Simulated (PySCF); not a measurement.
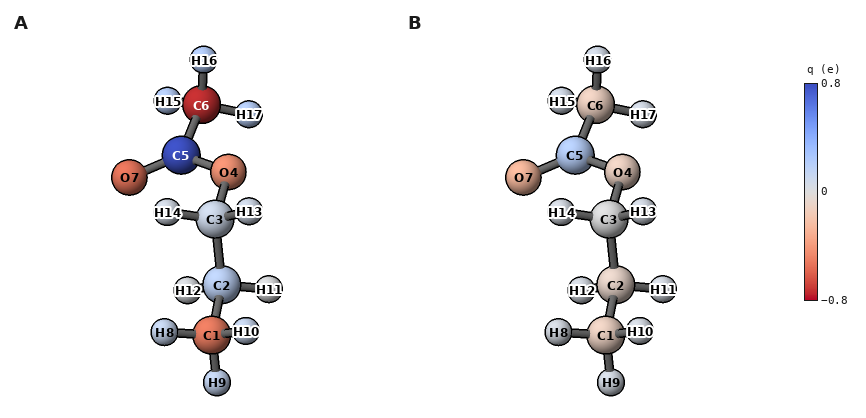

Atomic charges of one calculation by 2 schemes, on one colour scale. The computed structure is the end point of a PBE0-D3(BJ)/def2-SVP optimisation. No frequency run is at hand to confirm it as a minimum. Computed with PBE0/6-311+G(2d,p) (PySCF 2.14.0).

### The schemes are ESP-fitted, Hirshfeld. Which panel shows which?

A ESP-fitted, B Hirshfeld.

List the charges (e), one line for each set of equivalent atoms.

```
atom  ESP-fitted  Hirshfeld
  C1       −0.50      −0.11
  C2        0.17      −0.08
  C3        0.08       0.00
  O4       −0.42      −0.11
  C5        0.78       0.21
  C6       −0.73      −0.12
  O7       −0.53      −0.26
  H8        0.12       0.04
  H9        0.13       0.05
 H10        0.11       0.04
 H11        0.01       0.04
 H12        0.02       0.04
 H13        0.07       0.05
 H14        0.06       0.04
 H15        0.20       0.06
 H16        0.21       0.06
 H17        0.20       0.06
```
